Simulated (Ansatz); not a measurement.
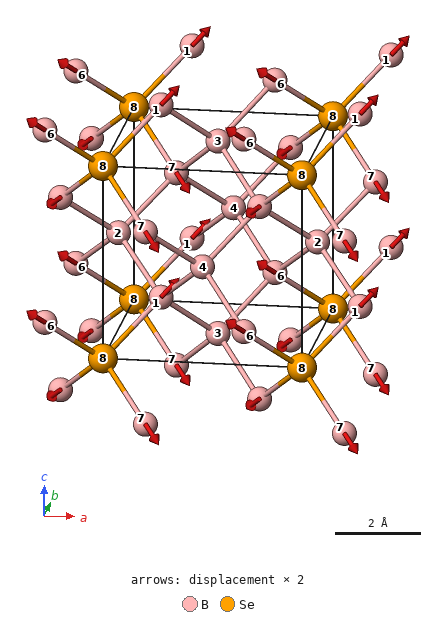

This is a relaxation of solid B7Se (a generated structure, set up in P-43m) (coarse preliminary run). The starting structure is drawn; red arrows show the displacements (the part carried along by the change of the cell is left out), magnified 2 times.

A ball-and-stick model of the cell of the calculation, seen from a free direction.

Level of theory: DFT PBE, scalar-relativistic, plane waves, PAW (Ansatz 0.2.0).

Input file:
```yaml
crystal:
  lattice:
    - [4.74612258, 0.0, 0.0]
    - [0.0, 4.74612258, 0.0]
    - [0.0, 0.0, 4.74612258]
  atoms:
    - { symbol: B, position: [0.25261521, 0.25261521, 0.25261521] }
    - { symbol: B, position: [0.0, 0.5, 0.5] }
    - { symbol: B, position: [0.5, 0.5, 0.0] }
    - { symbol: B, position: [0.5, 0.0, 0.5] }
    - { symbol: B, position: [0.74738479, 0.25261521, 0.74738479] }
    - { symbol: B, position: [0.74738479, 0.74738479, 0.25261521] }
    - { symbol: B, position: [0.25261521, 0.74738479, 0.74738479] }
    - { symbol: Se, position: [0.0, 0.0, 0.0] }
basis:
  ecutwfc: 420
kpoints:
  mp_grid: { grid: [4, 4, 4] }
hamiltonian:
  xc: pbe
scf:
  occupations: { method: gaussian, width: 0.1 }
  lower_state_search: "off"
output:
  forces: true
  stress: true
  eigenvalues: true
relax:
  adjacent_minimum: "off"
  f_tol: 0.04
  max_steps: 70
  cell: { stress_tol: 0.4 }
```

Run as
```bash
ansatz run input.yaml --threads 1 --pin off --max-ram 2048MiB --backend cpu --events-out ev --progress --plain --runs-dir out
```

Which element moves most?

Boron: up to 0.33 Å, against 0.00 Å for selenium.

What did the optimiser do to the structure, and how much energy did it gain?

The largest moves relative to the cell, 0.33 Å, are those of B1, B5, B6 and B7. B5 goes along [−1 1 −1]. Se stays in place. The drawn cell changes as follows: a = b = c 4.746 → 4.204 Å (−11.4 %); the volume changes by −30.5 %. Among the contacts that change: B1–B2 2.048 → 1.735 Å, B1–Se8 2.077 → 2.174 Å. Bond angles that change, for instance: B1–B3–B6 108.3° → 87.3°, B1–B3–B5 110.0° → 121.6°, B2–B1–Se8 108.9° → 98.4°. The space group stays P-43m (No. 215). The energy falls by 566 meV per atom in 7 accepted moves (8 points after the start). Largest force component: 0.76 eV/Å at the start, 0.029 eV/Å at the end. Pressure: −27.37 GPa at the start and −0.04 GPa at the end. At 1 point the geometry stayed and the basis and grid were re-selected for the new cell (energy shift of 1.3 meV per atom at most each time). Cost: 37 s on 1 thread of AMD EPYC 7R43 64-Core Processor (Zen 3), with other jobs on the host, peak memory 0.39 GiB.
